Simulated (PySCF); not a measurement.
# Excited-state calculation, with input and output: C₆H₁₃FGe

The run: excited-state calculation of C₆H₁₃FGe. Method and program: TDDFT CAM-B3LYP/def2-SVPD, vertical, gas phase, core orbitals frozen in the response (PySCF 2.14.0).

The geometry comes from this level: PBE0-D3(BJ)/def2-SVP. It belongs to a series of runs on one base structure; here: constitutional isomer.

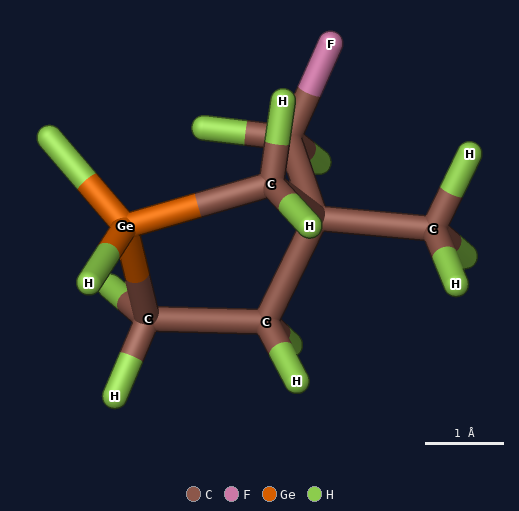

Fig. 1: The structure as given in the input (stick view, seen at a tilt). Sticks mark near contacts. Bond lengths as drawn: C–C 1.53 to 1.54 Å, C–F 1.37 Å, C–Ge 1.97 to 1.98 Å, C–H 1.10 Å and Ge–H 1.54 Å.

Key numbers:

- outcome: converged
- total energy: −2412.775516 hartree
- HOMO: −9.32 eV
- LUMO: 1.05 eV
- dipole moment: 1.85 D
- mean polarisability: 99.57 a.u.
- vertical ionisation energy: 9.99 eV
- lowest singlet excitation: 7.51 eV
- hardware: 1 CPU thread, shared host
- wall time: 23 min
- peak memory: 1.4 GiB

Spin–orbit coupling is left out, which matters for the heavy atoms.

Input file:
```
{"job": {"kind": "uv", "xc": "CAM-B3LYP", "basis": "def2-SVPD", "ip": true}, "charge": 0, "multiplicity": 1}
C     -1.281670     1.236727    -0.314334
C     -0.155190     0.357094     0.223139
C     -0.753324    -0.704073     1.141735
F     -1.405673    -0.121751     2.201574
C      0.582950    -0.354121    -0.932772
C      1.850657    -1.074666    -0.455793
Ge     2.510839     0.085543     1.000582
C      0.878035     1.186014     1.013433
H     -0.879825     2.036555    -0.955205
H     -1.837025     1.703268     0.511837
H     -1.995368     0.648119    -0.913820
H      0.026034    -1.370130     1.551961
H     -1.479594    -1.322341     0.585298
H     -0.105786    -1.036754    -1.461167
H      0.860660     0.422305    -1.666056
H      2.582044    -1.199484    -1.266783
H      1.634762    -2.079901    -0.062615
H      2.768383    -0.683298     2.311811
H      3.778985     0.881293     0.636755
H      0.506090     1.432535     2.017844
H      1.083958     2.134560     0.492854
```

The first line tells a small driver script what to run in PySCF; the rest is the geometry in Å.

Launch command:
```bash
OMP_NUM_THREADS=1 python <driver script> task.json out
```

Output:
```
coarse grid: 75936 points
cycle   1  E = -2412.7033849001  dE =  2.764e-01  |g| = 6.400e-01  |ddm| = 1.263e+01
cycle   2  E = -2412.6993272385  dE =  4.058e-03  |g| = 7.119e-01  |ddm| = 2.115e+00
cycle   3  E = -2412.7748766688  dE = -7.555e-02  |g| = 6.101e-02  |ddm| = 1.004e+00
cycle   4  E = -2412.7753400276  dE = -4.634e-04  |g| = 3.682e-02  |ddm| = 1.484e-01
cycle   5  E = -2412.7755548910  dE = -2.149e-04  |g| = 5.378e-03  |ddm| = 8.817e-02
cycle   6  E = -2412.7755599658  dE = -5.075e-06  |g| = 1.488e-03  |ddm| = 1.565e-02
final grid: 161728 points
cycle   7  E = -2412.7755155503  dE = -1.701e-07  |g| = 1.484e-03  |ddm| = 2.190e-02
cycle   8  E = -2412.7755154784  dE =  7.197e-08  |g| = 1.580e-03  |ddm| = 8.166e-03
cycle   9  E = -2412.7755160816  dE = -6.033e-07  |g| = 1.054e-04  |ddm| = 4.028e-03
cycle  10  E = -2412.7755160841  dE = -2.410e-09  |g| = 1.908e-05  |ddm| = 3.067e-04
cycle  11  E = -2412.7755160841  dE = -8.458e-11  |g| = 9.875e-06  |ddm| = 8.481e-05
```

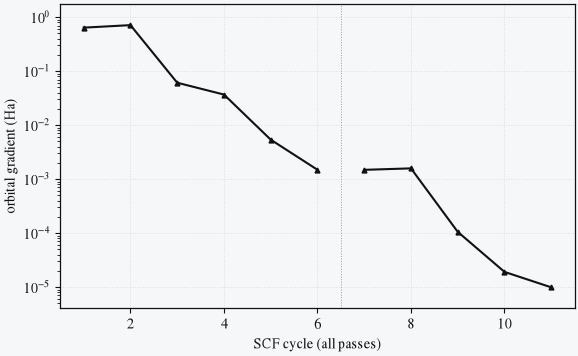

Fig. 2: Convergence of the self-consistent field: orbital gradient against the SCF cycle. The dotted line marks the change from a coarse to the final integration grid. The first 6 cycles use a coarse grid, the final grid takes over at cycle 7, and the field converges after 11 cycles in all.

```
converged SCF energy = -2412.7755160841

Static polarisability (au): isotropic 99.570, principal 91.068 95.202 112.441

Singlet excitations
state   eV       nm        f      main configurations
  1   7.5119    165.1   0.00468   H->L 0.85
  2   7.7715    159.5   0.08674   H->L+1 0.77
  3   8.0408    154.2   0.04651   H-1->L+1 0.66, H->L+4 0.08
  4   8.0644    153.7   0.06848   H-1->L 0.71
  5   8.3225    149.0   0.04282   H->L+2 0.35, H-3->L+1 0.18, H->L+7 0.08
  6   8.3383    148.7   0.05938   H->L+2 0.39, H-3->L+1 0.18, H->L+3 0.13
  7   8.4839    146.1   0.02198   H-3->L+1 0.24, H->L+3 0.20, H->L+7 0.17
  8   8.5272    145.4   0.06505   H-3->L 0.40, H-2->L 0.30
  9   8.6429    143.5   0.08904   H-2->L 0.32, H-3->L 0.17, H-1->L+2 0.17
 10   8.6839    142.8   0.07751   H-1->L+2 0.31, H-2->L 0.15, H->L+4 0.12

Triplet excitations (Tamm-Dancoff, eV): 7.0842 7.3355 7.5856 7.7180
Vertical ionisation energy (delta-SCF) = 9.9852 eV
```

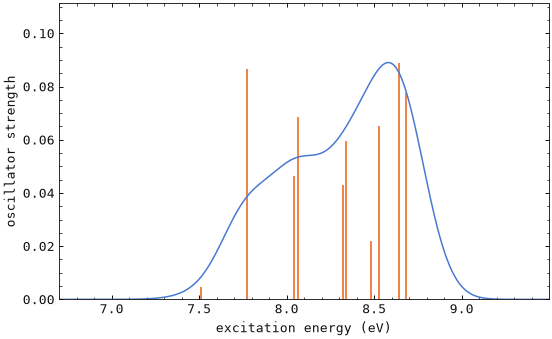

Fig. 3: Computed excitations as sticks (degenerate states added up, dark ones marked on the axis), with a Gaussian envelope of 0.35 eV full width at half maximum, scaled to the tallest. Of the 10 states the lowest lies at 7.51 eV (f = 0.005); the strongest line is at 8.64 eV, or 143 nm (f = 0.089).

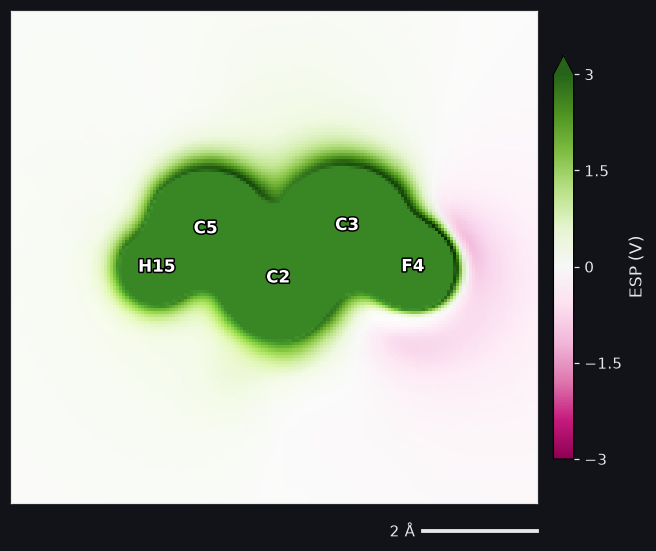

Fig. 4: Molecular electrostatic potential on the plane of atoms C2, C3 and F4.

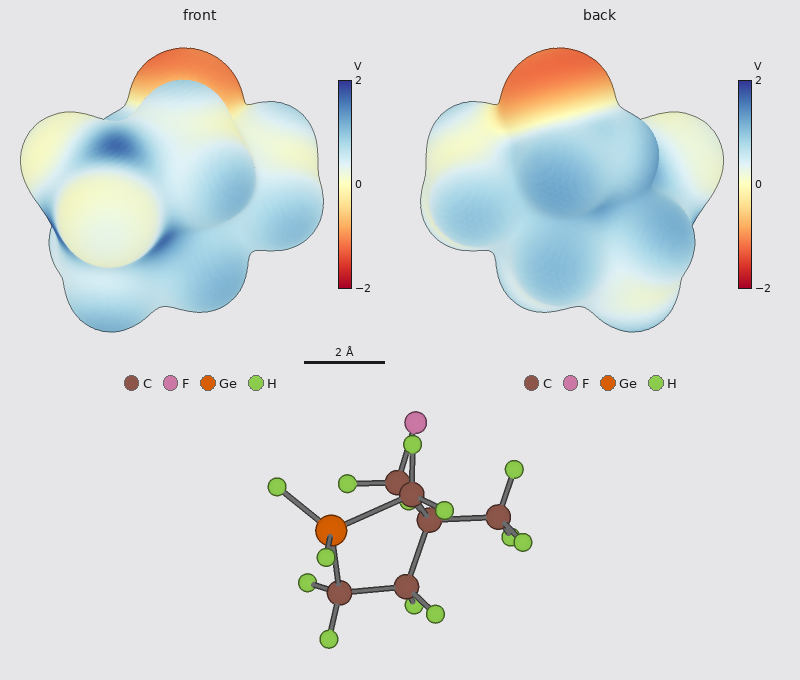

Fig. 5: The electrostatic potential painted on the density surface at 0.004 e/bohr³, seen at a tilt and from behind; the colour scale runs from red (negative) to blue (positive). The bare structure is drawn below in the same view. A positive charge is drawn to the negative regions and a negative charge to the positive ones. Its dipole moment is 1.85 D.
